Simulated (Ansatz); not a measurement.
Level of theory: PBE (plane waves to 420 eV, PAW; Ansatz, an electronic-structure program).

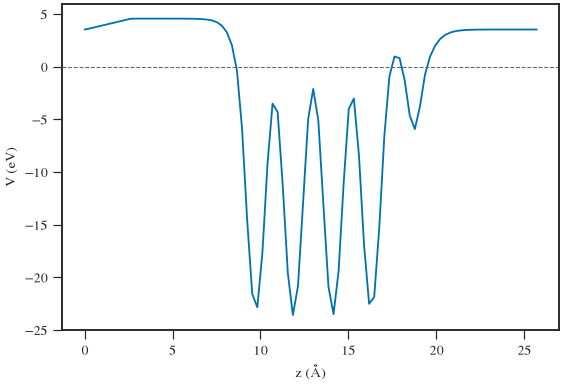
Fig. 1. Plane-averaged electrostatic potential energy along the normal, in eV from the Fermi level, for Mg on the 1x1 (110) surface of bcc Mo, one in a 2x1 cell, started at the site 'bridge Mo-Mo (span 2.7 Å)'

Model: 9-atom slab, 6.5 Å thick at the start under the adsorbate (thin: gaps and levels are the slab's own), 6x12x1 mesh, Fermi-Dirac 0.1 eV, dipole correction, 4 atoms held, the rest relaxed; start symmetry kept, larger cells not searched; no spin, no spin-orbit, no U, no dispersion correction. At the end it is bonded to 2 Mo. In PBE this state lies 0.10 eV over the lowest of the starts that converged ('hollow Mo-Mo-Mo').

The surface cell has an area of 14.13 Å². What dipole along the normal does the step between the two vacuum levels imply?

the top vacuum level lies 1.03 eV below the bottom one; p = −ε₀ A ΔV (ε₀ = 0.005526 e/(V·Å)) gives 0.08 e·Å a cell.
